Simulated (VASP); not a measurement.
Band structure of TaN (space group P-6m2). Method: PBEsol GGA, VASP's PBE PAW potentials (set 64) (plane waves; VASP 6.6.1).

Unless said otherwise, spin-orbit coupling is left out, though it shifts the bands of the heavy elements here.

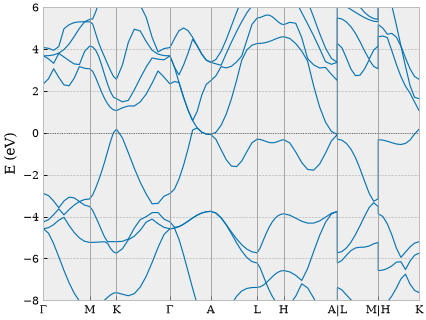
Figure: Bands along high-symmetry lines, zero at the valence-band maximum or, without a gap, the Fermi level

### Question
Read the plot: is there a gap, and where are the band edges?

### Answer
It has no gap at this level: it comes out as a metal or semimetal. (Edges off the drawn lines would not show.)

The structure comes from a measured TaN entry (P-6m2) of the Crystallography Open Database, whose conditions weren't checked. It was relaxed first.
